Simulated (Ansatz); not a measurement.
The calculation's input:

```
crystal:
  periodic: [false, false, false]
  atoms:
    - { symbol: Al, position_ang: [-0.000754, 0.526798, -0.207013] }
    - { symbol: H, position_ang: [-0.148961, -0.237748, 2.438026] }
    - { symbol: O, position_ang: [1.496935, -0.148687, -0.668996] }
    - { symbol: H, position_ang: [1.633343, -0.93578, -1.194543] }
    - { symbol: O, position_ang: [-1.538942, -0.099721, -0.574149] }
    - { symbol: H, position_ang: [-1.741889, -0.917484, -1.024206] }
    - { symbol: O, position_ang: [0.011842, 2.038638, 0.669305] }
    - { symbol: H, position_ang: [0.841532, 2.498253, 0.806667] }
    - { symbol: H, position_ang: [-0.130705, 0.445131, 2.206209] }
basis:
  gaussian: { orbitals: def2-SVPD }
hamiltonian:
  xc: pbe0
  dispersion: d4
relax:
  f_tol: 0.03
  max_steps: 50
output:
  orbitals: {}
```

Launched as:

```sh
ansatz run input.yaml --threads 4 --pin off --max-ram 5120MiB --backend cpu --events-out ev --progress --plain --runs-dir out
```

The fields are those of the run's last geometry, not of the input's.

Level of theory: Ansatz 0.2.0, RKS PBE0-D4/def2-SVPD.

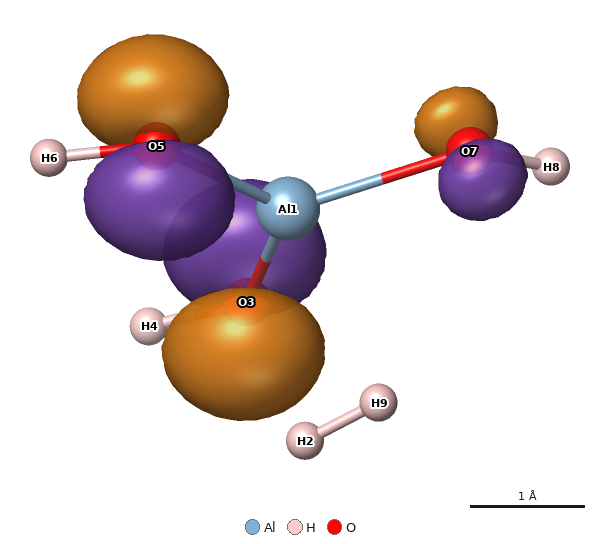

AlH3O3···H2. The HOMO−1 at ±0.2 Å⁻³ᐟ² (orange and purple are the two phases), seen from one side.

Question: What is the character of this orbital?

Answer: It lies mainly on O3 (about 45 %), O5 (about 30 %) and O7 (about 5 %); largely a combination of lone pairs on O3, O5 and O7. Its energy is −9.07 eV.
